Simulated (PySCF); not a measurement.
**C10H12: density, localisation and related maps**

```
atom    x (Å)    y (Å)    z (Å)
   C   5.2333  -1.2268  -0.8623
   C   4.2203  -0.6667  -0.5299
   C   3.0735  -0.0379  -0.1600
   C   2.0635   0.5290   0.1789
   C   0.8303   1.1824   0.5502
   C  -0.3707   0.5421  -0.1518
   C  -1.6992   1.2203   0.1818
   C  -2.7535   0.2020  -0.2620
   C  -2.0742  -1.1785  -0.1550
   C  -0.6272  -0.9044   0.2730
   H   6.1168  -1.7122  -1.1491
   H   0.8924   2.2418   0.2794
   H   0.7016   1.1163   1.6359
   H  -0.2094   0.5760  -1.2345
   H  -1.7620   1.3832   1.2600
   H  -1.8182   2.1821  -0.3162
   H  -3.6503   0.2623   0.3533
   H  -3.0474   0.3969  -1.2939
   H  -2.5814  -1.8209   0.5637
   H  -2.0947  -1.6852  -1.1199
   H   0.0797  -1.6004  -0.1762
   H  -0.5337  -0.9822   1.3583
```

Geometry: GFN2-xTB.

Theory: PBE0/pcSseg-1, SCF density, gas phase, non-relativistic in PySCF 2.14.0.

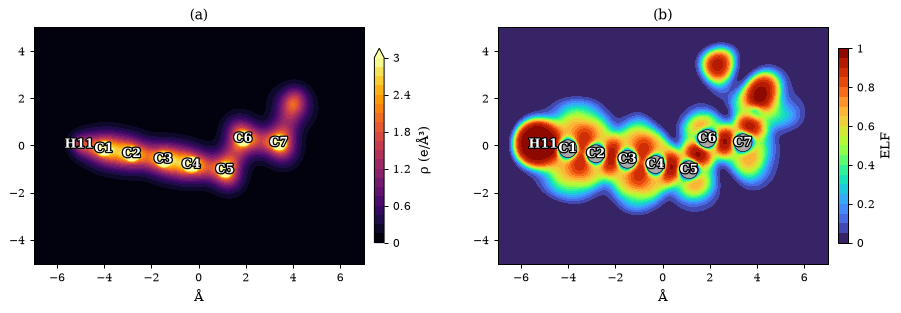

Figure 1. (a) electron density; (b) ELF on the plane of atoms C5, C6 and C7. Grey discs cover the atomic cores in the ELF map.

Describe what can be read from this map.

The plane passes through C and H nuclei.
C–C (1.20 Å): ρ at the midpoint is about 2.7 e/Å³; the ELF peaks at about 0.85 between the atoms; a multiple bond.
C–H (1.05 Å): the density is about 2.2 e/Å³ at the midpoint; the ELF climbs to about 1 towards the hydrogen, as it does in any bond to H (a covalent bond by its length).
C–C (1.36 Å): ρ at the midpoint is about 2.1 e/Å³; the ELF peaks at about 0.95 between the atoms (a covalent bond).

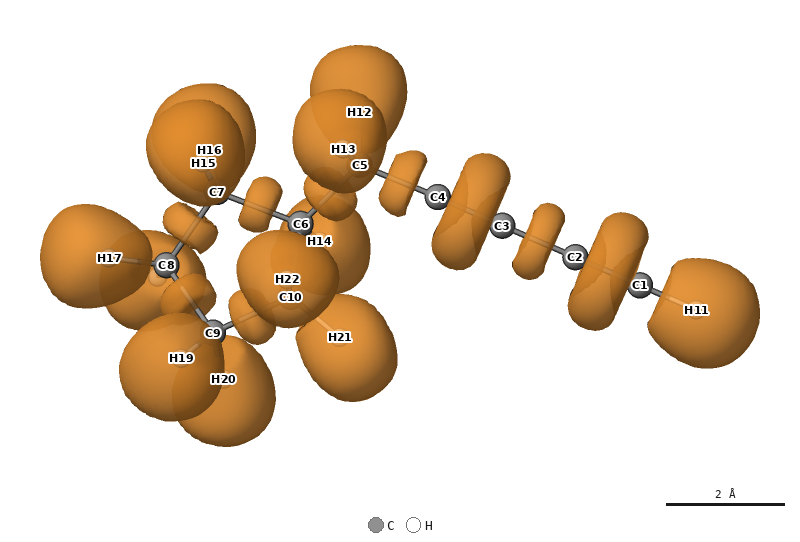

Figure 2. Isosurface of the ELF at 0.75 (orange), seen across its widest extent. Core shells and regions of very low density are left out.

Where are the electrons localised?

The ELF exceeds this value in ten regions between bonded C–C atoms (shared pairs) and twelve regions around hydrogen nuclei.

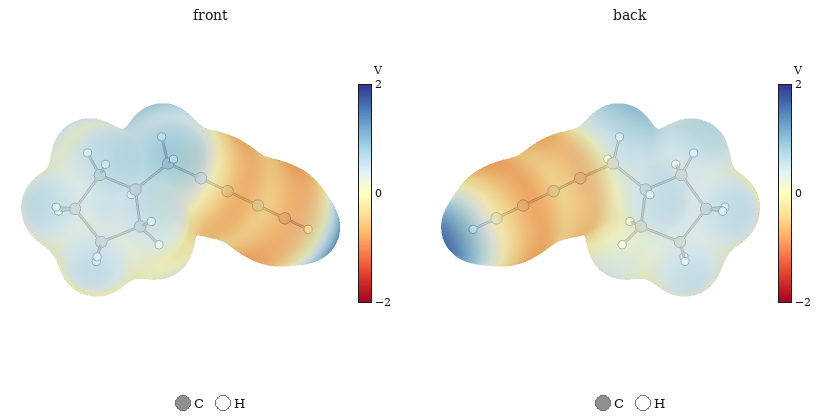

Figure 3. The electrostatic potential painted on the density surface at 0.002 e/bohr³, seen from the front and from behind; red is negative and blue positive.

Describe the electrostatic potential map.

The most negative region (about −0.8 V) lies over C1 and C2, the most positive (about +1.5 V) over H11.
